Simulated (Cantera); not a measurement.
Charge: 1 mol MgO, 4.3 mol CH4, 0.58 mol H2, held at 1952 °C.

Cantera equilibrium calculation (NASA polynomials, part measured and part estimated; ideal gas, pure solids and liquids). Candidate condensed phases: C, C6H6, C7H8, C8H18, H2O, Mg, MgCO3, MgO, Mg(OH)2; 116 gas species. The tables' values for MgH are old estimates; treat these amounts as uncertain. The numbers say what is thermodynamically allowed, not how fast it happens.

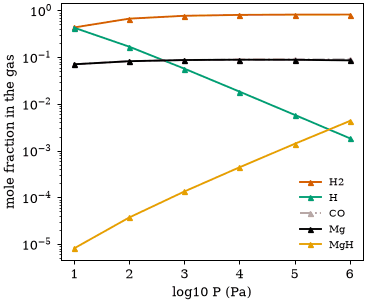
Equilibrium gas composition (values under 1e-9 drawn at 1e-9)

**Question.** Read off the mole fractions at 10.0 bar.

**Answer.** H2 about 0.81, CO about 0.090, Mg about 0.085, MgH about 0.0043, H about 0.0018.
